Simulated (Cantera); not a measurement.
A closed system holds: 1 mol Si3N4, 0.002 mol O2, 4.7 mol N2, at 1.00 bar.

Method: chemical equilibrium by Gibbs-energy minimisation in Cantera with the NASA 1993 tables (ideal gas, pure condensed phases). Candidate condensed phases: Si, SiO2, Si2N2O, Si3N4; 16 gas species. Mutual solubility and eutectic melting of coexisting phases are not modelled. The tables' values for SiN are old estimates; treat these amounts as uncertain. Equilibrium is a limit: real reactors are often held back by kinetics, nucleation or transport.

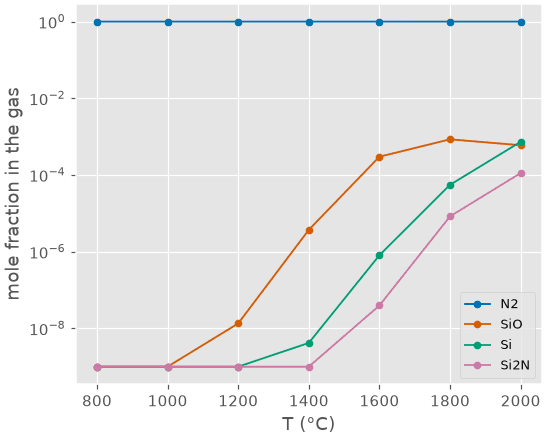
Equilibrium gas composition (values under 1e-9 drawn at 1e-9)

From 800 °C to 1600 °C the condensed part is Si2N2O(s) + Si3N4(s). At 1800 °C the condensed part is Si3N4(s). At 2000 °C the condensed part is Si(l).
